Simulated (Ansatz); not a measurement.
**C2H5FGeO (SMILES OC(F)=[CH][GeH3]): density, localisation and related maps**

```xyz
10

O    -1.2478    0.8262    1.0414
C     0.0584    0.5730    1.1350
F     0.5638    1.0508    2.2790
C     0.7909   -0.0634    0.2364
Ge    0.0457   -0.7449   -1.4062
H    -1.5368    1.3025    1.8267
H     1.8405   -0.1872    0.4655
H    -1.0552   -1.7819   -1.1260
H    -0.5566    0.3892   -2.2527
H     1.1803   -1.4156   -2.1962
```

Geometry: PBE0-D4/def2-TZVP.

Level of theory: RKS PBE0-D4/def2-TZVPP in Ansatz.

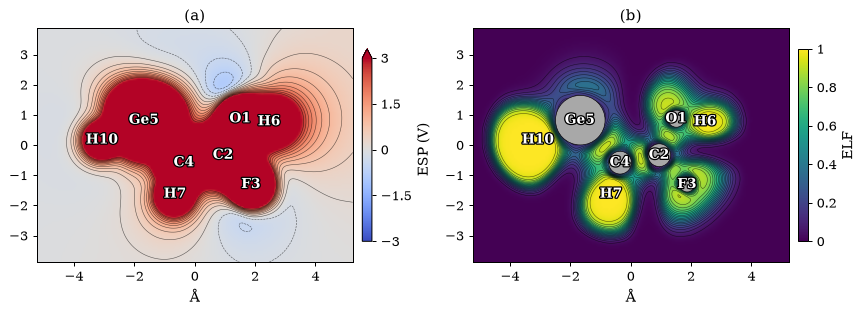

Figure 1. (a) electrostatic potential; (b) electron localisation function on the plane of atoms Ge5, C4 and H7. Grey discs cover the atomic cores in the ELF map.

Question: What do the fields say about this system?

Answer:
- The plane passes through O, C, F, Ge and H nuclei.
- C–C (1.32 Å): the ELF peaks at about 0.90 between the atoms: a multiple bond.
- C–O (1.33 Å): the ELF peaks at about 0.90 between the atoms: a polar covalent bond.
- C–F (1.34 Å): the ELF peaks at about 0.85 between the atoms (a shared but strongly polarised pair).
- C–Ge (1.93 Å): the ELF peaks at about 0.90 in the valence shell of C, 0.7 Å from its nucleus, and is about 0.65 at the midpoint.
- O–H (0.96 Å): the ELF climbs to about 1 towards the hydrogen, as it does in any bond to H; an ordinary covalent bond to hydrogen.
- The ELF also peaks beside F3 and O1, away from the bonds: lone-pair regions.
- Outside the dense part of the molecule the potential is most negative (−0.9 V) near O1.

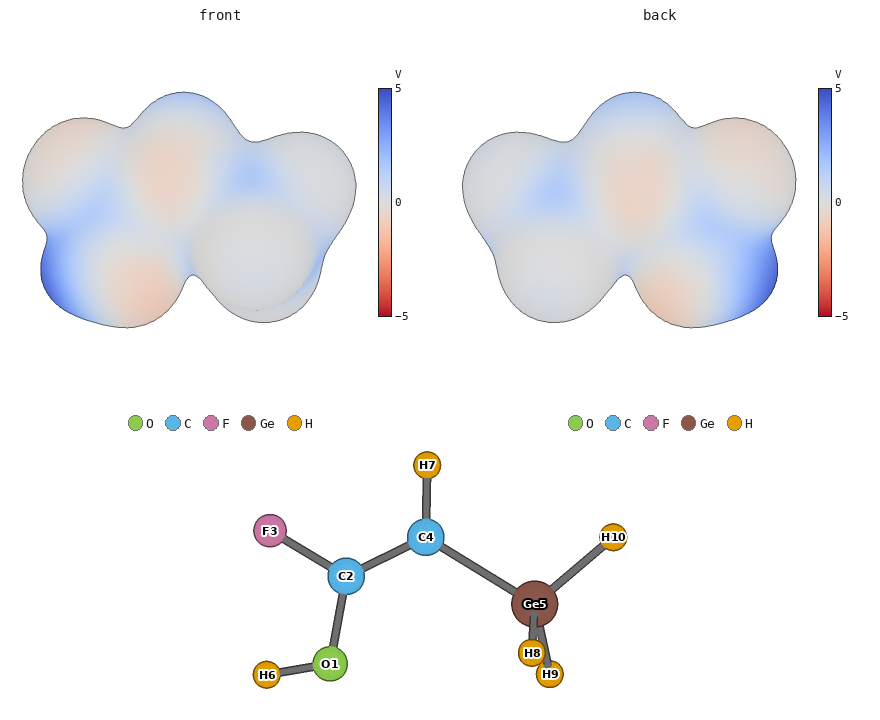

Figure 2. The molecular electrostatic potential painted on the density surface at 0.004 e/bohr³, seen from the front and from behind; red is negative and blue positive. The bare structure is drawn below in the same view.

Question: Which sites attract a positive test charge, and which a negative one?

Answer: A positive charge is drawn to the negative regions and a negative charge to the positive ones. The most negative region (about −0.8 V, or −18 kcal/mol for a unit charge) lies over O1, the most positive (about +4.1 V, or +95 kcal/mol for a unit charge) over H6.

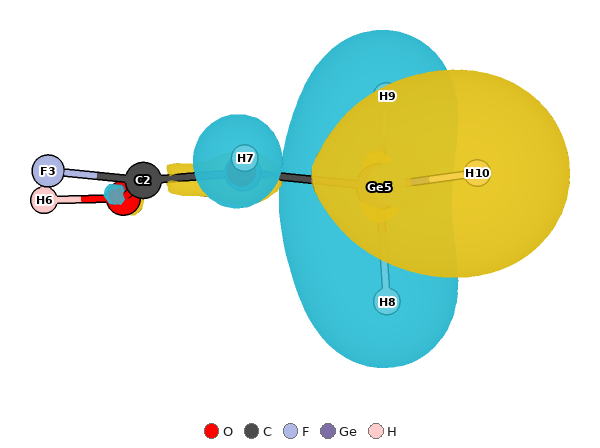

Figure 3. The HOMO−1 at ±0.1 Å⁻³ᐟ² (yellow and cyan are the two phases), seen from one side.

Question: Where does this orbital lie, and at what energy?

Answer: It lies mainly on Ge5 (about 40 %), H10 (about 30 %), H9 (about 10 %) and H8 (about 10 %). Its energy is −9.32 eV.
